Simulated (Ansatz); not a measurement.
# What AgF (model cell, started as wurtzite) distorts into, part 3 of 3

Wanted: the energy along a soft mode of AgF (model cell, started as wurtzite) and the structure at the end.

Ansatz 0.2.0; DFT LDA, scalar-relativistic, plane waves, PAW.

So far. Step 4 (The mode frozen in, largest atomic shift 0.32 Å): The run ends at a pressure of -2.35 GPa, with forces up to 0.19 eV/Å. Step 5 (Energy along the mode, all amplitudes (two of the runs …): The lowest of the steps tried is at 0.32 Å, 6.23 meV/atom below the parent; the bottom of the well need not coincide with a step.

The structure was built from a prototype and need not be the compound's stable phase.

### 7. The new phase in its own primitive cell

The relaxed structure is symmetrised, reduced to its primitive cell and relaxed tightly, as its phonons need.

The input, input.yaml:

```yaml
crystal:
  lattice:
    - [5.4035790664, 0.0, 0.0]
    - [0.0, 2.8557316769, 0.0]
    - [0.0, 0.0, 6.7825138888]
  atoms:
    - { symbol: Ag, position: [0.7049162507, 0.25, 0.4313562972] }
    - { symbol: Ag, position: [0.7950837493, 0.75, 0.9313562972] }
    - { symbol: Ag, position: [0.2950837493, 0.75, 0.5686437028] }
    - { symbol: Ag, position: [0.2049162507, 0.25, 0.0686437028] }
    - { symbol: F, position: [0.958396948, 0.25, 0.6872612187] }
    - { symbol: F, position: [0.541603052, 0.75, 0.1872612187] }
    - { symbol: F, position: [0.041603052, 0.75, 0.3127387813] }
    - { symbol: F, position: [0.458396948, 0.25, 0.8127387813] }
kpoints:
  mp_grid: { grid: [6, 12, 6] }
hamiltonian:
  xc: lda
scf:
  occupations: { method: methfessel_paxton, width: 0.15 }
output:
  forces: true
  stress: true
  eigenvalues: true
relax:
  adjacent_minimum: "off"
  f_tol: 0.001
  max_steps: 60
  cell: { stress_tol: 0.01 }
```

Started as:

```
$ ansatz run input.yaml --threads 4 --pin off --max-ram 7168MiB --backend cpu --events-out ev --progress --plain --runs-dir out
```

Numbers of over 12 decimals in the logs are rounded to 6 here.

Log:

```text
[...]
Crystal: 8 atoms, lattice volume = 104.662 Å³
Basis set: ecut = 420 eV, 2045 PW (Γ)
Bands: 63, of which v1, the nominal top of the filled ones, is band 52 counted from 1 (51 counted from 0)
Symmetry: 8 space group operations
[...]
k-points: 112 of 432
[...]
atoms:
    - { symbol: Ag, position: [0.705015, 0.250000, 0.431916] }
    - { symbol: Ag, position: [0.794985, 0.750000, 0.931916] }
    - { symbol: Ag, position: [0.294985, 0.750000, 0.568084] }
    - { symbol: Ag, position: [0.205015, 0.250000, 0.068084] }
    - { symbol: F, position: [0.959290, 0.250000, 0.687724] }
    - { symbol: F, position: [0.540710, 0.750000, 0.187724] }
    - { symbol: F, position: [0.040710, 0.750000, 0.312276] }
    - { symbol: F, position: [0.459290, 0.250000, 0.812276] }
[key lines of the parts left out:]
SCF converged after 5 iterations
Free energy (F): -33003.233812 eV
Fermi energy:    10.850804 eV
P = ⅓ Tr σ = -0.0004 GPa (-0.004 kbar)
```

Elapsed: 2.7 min, on 4 threads of Arm Neoverse N1, shared host; peak memory 0.8 GiB.

Relaxation path:

| step | energy less that of the first step (eV) | largest force component (eV/Å) | pressure (GPa) | volume (Å³) |
| --- | --- | --- | --- | --- |
| 1 | 0.0000 | 0.0004 | 0.00 | 104.66 |
| 2 | 0.0000 | 0.0008 | 0.00 | 104.66 |
| 3 | -0.0001 | 0.0019 | 0.00 | 104.65 |
| 4 | 0.0000 | 0.0007 | -0.02 | 104.65 |
| 5 | -0.0002 | 0.0004 | 0.01 | 104.63 |
| 6 | -0.0001 | 0.0001 | 0.00 | 104.64 |
| 7* | -0.0002 | 0.0001 | 0.00 | 104.64 |
| 8 | -0.0002 | 0.0005 | 0.00 | 104.62 |
| 9* | -0.0002 | 0.0005 | 0.00 | 104.62 |

Relaxation steps marked * repeat the geometry before them on a plane-wave basis chosen anew for their cell, so energy and pressure can jump there.

Forces are held to the 8 operations that the run works with; a distortion that breaks them can't arise in this run.

| conventional cell, symmetrised | before | after | change |
| --- | --- | --- | --- |
| a (Å) | 5.404 | 5.411 | +0.1 % |
| b (Å) | 2.856 | 2.856 | +0.0 % |
| c (Å) | 6.783 | 6.770 | -0.2 % |
| volume (Å³/atom) | 13.08 | 13.08 | -0.0 % |

The relaxed structure:

```cif
data_structure
_symmetry_space_group_name_H-M 'P 1'
_symmetry_Int_Tables_number 1
_cell_length_a 5.4111
_cell_length_b 2.8560
_cell_length_c 6.7699
_cell_angle_alpha 90.000
_cell_angle_beta 90.000
_cell_angle_gamma 90.000
_cell_volume 104.62
loop_
_atom_site_label
_atom_site_type_symbol
_atom_site_fract_x
_atom_site_fract_y
_atom_site_fract_z
_atom_site_occupancy
Ag1 Ag 0.70501 0.25000 0.43192 1
Ag2 Ag 0.79499 0.75000 0.93192 1
Ag3 Ag 0.29499 0.75000 0.56808 1
Ag4 Ag 0.20501 0.25000 0.06808 1
F5 F 0.95929 0.25000 0.68772 1
F6 F 0.54071 0.75000 0.18772 1
F7 F 0.04071 0.75000 0.31228 1
F8 F 0.45929 0.25000 0.81228 1
```

Numbers from this step:

```
pressure : -3.59e-4 GPa
```

The largest force component left is 0.47 meV/Å and the pressure is 0.000 GPa, within the tolerances set. The cell now holds 13.08 Å³/atom.

### 8. Modes of the new phase, k-mesh 6×12×6

A relaxed structure may still be a saddle point, so its zone-centre modes are computed. No field response is asked, since the mesh shows no gap.

The input, input.yaml:

```yaml
crystal:
  lattice:
    - [5.4110912662, 0.0, 0.0]
    - [0.0, 2.8560223149, 0.0]
    - [0.0, 0.0, 6.7698699938]
  atoms:
    - { symbol: Ag, position: [0.7050146538, 0.25, 0.431915861] }
    - { symbol: Ag, position: [0.7949853462, 0.75, 0.931915861] }
    - { symbol: Ag, position: [0.2949853462, 0.75, 0.568084139] }
    - { symbol: Ag, position: [0.2050146538, 0.25, 0.068084139] }
    - { symbol: F, position: [0.9592903764, 0.25, 0.6877235421] }
    - { symbol: F, position: [0.5407096236, 0.75, 0.1877235421] }
    - { symbol: F, position: [0.0407096236, 0.75, 0.3122764579] }
    - { symbol: F, position: [0.4592903764, 0.25, 0.8122764579] }
kpoints:
  mp_grid: { grid: [6, 12, 6] }
hamiltonian:
  xc: lda
scf:
  occupations: { method: methfessel_paxton, width: 0.15 }
output:
  eigenvalues: true
phonons:
  method: dfpt
```

Log:

```text
zone centre: on kpoints.mp_grid the ground state, and the responses unless they are solved on pairs of k-points, stand on 140 of the mesh's 432 k-points, reduced under 2 symmetry operations, with k and −k counted as one. Each operation leaves every solved displacement unchanged or reverses it
[...]
Crystal: 8 atoms, lattice volume = 104.623 Å³
Basis set: ecut = 420 eV, 2041 PW (Γ), exchange–correlation on 80×40×96 points (8 copies of the dense FFT grid, shifted against one another)
Bands: 63, of which v1, the nominal top of the filled ones, is band 52 counted from 1 (51 counted from 0)
Symmetry: 8 space group operations
k-points: 140 of 432 (irreducible under 2 space group operations, time reversal used)
[...]
SCF iter   1: F=—  HF=-33003.357089 eV  |F-HF|=—  |Δ(HF+E_count)|=         —  Δρ=2.40e-2  dr2=4.26e-1  ethr=1.77e-3  ⟨swp⟩=5.1  Hψ=27973  notcnv=0  defer=132
[...]
SCF iter  10: F=-33003.233817 eV  HF=-33003.233817 eV  |F-HF|=1.46e-11  |Δ(HF+E_count)|=    0.00e0  S|Δr|=    0.00e0  Δρ=4.20e-8  dr2=6.85e-13  ethr=1.00e-12  ⟨swp⟩=9.9  Hψ=41533  notcnv=0
SCF 1 converged in 10 iterations: F = -33003.233817 eV  dr2 = 6.85e-13
[...]
DFPT response loops at Γ: preconditioner auto → Kerker (q_TF=auto, 2.726 Å⁻¹) (partly filled bands, converged f_vac=0.018); β = 1.00, the filter's whole step (`scf.mixing.beta` (0.50) is not read by the response loops under this deck's `scf.mixing.preconditioner`; to damp them name `kerker` or `kerker_dos`, under which they read `scf.mixing.beta`, and type it under 1.00, their step now; both keys bind the ground state too); Broyden in place of MSR1
SCF converged after 10 iterations
[...]
Free energy (F): -33003.233817 eV
[...]
Internal energy: -33003.246672 eV  (E = F + TS)
E sigma→0 (E₀):  -33003.237031 eV
Entropy (-TS):   0.012855 eV (1.607 meV/atom)
Fermi energy:    10.850804 eV
[...]
--- Band table (eV; the first three rows and the last of 140) ---
  k-point 0: bands = [... 48 lower, 10.1438, 10.3989, 10.4038, 10.4150, 10.7819, 13.5147, 15.8168, 17.3743, ... 7 higher]
  k-point 1: bands = [... 48 lower, 10.1661, 10.3348, 10.3550, 10.4061, 10.9450, 13.3216, 15.8699, 17.3500, ... 7 higher]
  k-point 2: bands = [... 48 lower, 10.2032, 10.2044, 10.2234, 10.3640, 11.4034, 12.7730, 16.2054, 17.2173, ... 7 higher]
  k-point 139: bands = [... 48 lower, 10.4797, 10.4797, 10.4797, 10.4797, 16.4554, 16.4554, 16.4554, 16.4554, ... 7 higher]
--- Phonons (Γ-DFPT): 6 representative perturbations + reference, on 140 of 432 k-points (Σ response iterations 22) ---
  k mesh reduced under 2 symmetry operations, with k and −k counted as one. Each operation leaves every solved displacement unchanged or reverses it
  ASR residual: 1.628e-5 → 0.000e0 eV/Å²; symmetrization residual: 1.212e-5 eV/Å²
  ASR residual per site (eV/Å²): 7.59e-6 7.59e-6 7.59e-6 7.59e-6 1.63e-5 1.63e-5 1.63e-5 1.63e-5
  Γ frequencies (cm⁻¹): -58.18 -5.51 0.00 0.00 0.00 58.48 62.57 63.56 75.21 86.79 96.67 103.73 129.19 133.47 146.63 174.11 177.86 208.88 240.59 280.18 295.01 301.97 317.29 365.44
  non-analytic LO–TO correction: not included (Born effective charges unavailable; polar crystals: no LO–TO splitting at Γ)
```

Wall time 5.8 min (4 threads); peak memory 2.4 GiB.

Numbers from this step:

```
sum-rule residual before enforcement                    : 1.63e-5 eV/Å²
point group                                             : mmm
highest optical mode at the zone centre (no LO-TO term) : 365.4 cm⁻¹
lowest optical zone-centre mode                         : -58.18 cm⁻¹
```

Patterns of degenerate modes are one choice out of their space. Modes at Γ, with each element's share of the kinetic energy (negative means imaginary):

| mode | frequency (cm⁻¹) | symmetry | Ag % | F % |
| --- | --- | --- | --- | --- |
| 1 | -58.2 | B3g | 36 | 64 |
| 2 | -5.5 | Au | 88 | 12 |
| 3 | 0.0 | acoustic | 85 | 15 |
| 4 | 0.0 | acoustic | 85 | 15 |
| 5 | 0.0 | acoustic | 85 | 15 |
| 6 | 58.5 | B1g | 89 | 11 |
| 7 | 62.6 | Ag | 85 | 15 |
| 8 | 63.6 | B1u | 94 | 6 |
| 9 | 75.2 | B2u | 15 | 85 |
| 10 | 86.8 | Au | 12 | 88 |
| 11 | 96.7 | B3g | 64 | 36 |
| 12 | 103.7 | B2g | 91 | 9 |
| 13 | 129.2 | B3u | 83 | 17 |
| 14 | 133.5 | Ag | 80 | 20 |
| 15 | 146.6 | B1g | 11 | 89 |
| 16 | 174.1 | B2g | 97 | 3 |
| 17 | 177.9 | Ag | 22 | 78 |
| 18 | 208.9 | B3u | 3 | 97 |
| 19 | 240.6 | B3u | 29 | 71 |
| 20 | 280.2 | B2g | 10 | 90 |
| 21 | 295.0 | B1u | 18 | 82 |
| 22 | 302.0 | B1u | 3 | 97 |
| 23 | 317.3 | Ag | 14 | 86 |
| 24 | 365.4 | B2g | 2 | 98 |

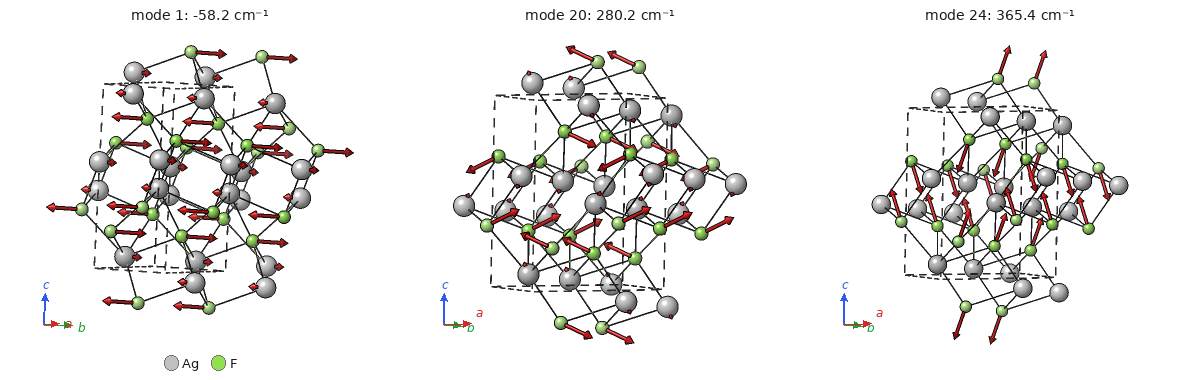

Displacement patterns of modes 1, 20 and 24 at Γ; arrows are exaggerated. 1×2×1 cells are drawn. Some periodic images of atoms are drawn too.

Before it was imposed, the acoustic sum rule was missed by 1.6e-5 eV/Å². Small misses are needed for a sound result but don't prove that mesh and cutoff are converged. The lowest optical mode is imaginary, 58.2i cm⁻¹, so the energy falls along it.

### 9. The phases reached

The phases reached along the modes that were followed are set side by side.

Energies are those of the first relaxation, on the mesh of the frozen mode; space group, volume and gap are those of the last relaxation. Phases, by row:

| mode frozen in | space group | energy from parent (meV/atom) | volume (Å³/atom) | gap on mesh (eV) | lowest zone-centre optical mode (cm⁻¹) | largest shift (Å) |
| --- | --- | --- | --- | --- | --- | --- |
| parent | P6_3/mmc | 0 | 16.43 | 0 | – | – |
| q = (0, 0, 0), 45i cm⁻¹ | P-3m1 | -15.66 | 15.73 | 0 | 78.6 | 0.328 |
| q = (0, -0.5, 0), 44i cm⁻¹ | Pnma | -145.7 | 13.08 | 0 | -58.2 | 1.726 |

### 10. What came out

| Quantity | Value |
| --- | --- |
| unstable mode of the parent | q = (0, -0.5, 0), 44i cm⁻¹ |
| depth at the lowest point sampled | 6.23 meV/atom |
| largest atomic shift at that point | 0.32 Å |
| space group reached (within 0.01 Å) | Pnma |
| energy gained over the parent (first relaxation, on the mesh of the frozen mode) | 146 meV/atom |
| volume per atom, phase reached | 13.1 Å³ |
| lowest optical zone-centre mode, phase reached | -58.2 cm⁻¹ |
| highest optical mode at the zone centre (no LO-TO term), phase reached | 365 cm⁻¹ |

In words: Along this mode the structure falls into Pnma, 146 meV/atom below the parent. At the parent's cell the well is 6.227 meV/atom deep on the steps tried, with its lowest point at a shift of 0.32 Å. Relaxing atoms and cell changes the gain by +139.49 meV/atom against the lowest step (energies at zero smearing). Most of the total comes from this relaxation. The new phase still has an imaginary mode at the zone centre of its cell, so it is a saddle point on the way to a lower structure. Of the 2 patterns followed to their end from this parent, this one reaches the lowest energy. Each path keeps the symmetry of its pattern, so a lower phase may lie along a pattern not tried. The q mesh stands for a supercell only 8.0 Å across, so branches between the solved wavevectors are rough. The relaxed cell left the space group of the starting entry, even within 0.1 Å, so it may not be the phase that the entry, or a measurement on it, describes. With no gap, or one that is small against the smearing, the frequencies hang on the k mesh and the smearing, most of all near Kohn anomalies. A semilocal functional can close a gap that the real compound would have, so the metallic treatment may be an artefact of the level. The starting cell was built on a prototype and not taken from a measurement, so the phase need not exist.

[Logs are printed without paths, hosts, clocks, repeated set-up lines and the standing remarks that a program may print on its own settings, such as how far it seeks lower states.]

[Hosts, paths, dates, database ids (printed as entryN), source tags and the programs' standing remarks are cut or masked in the printed files.]
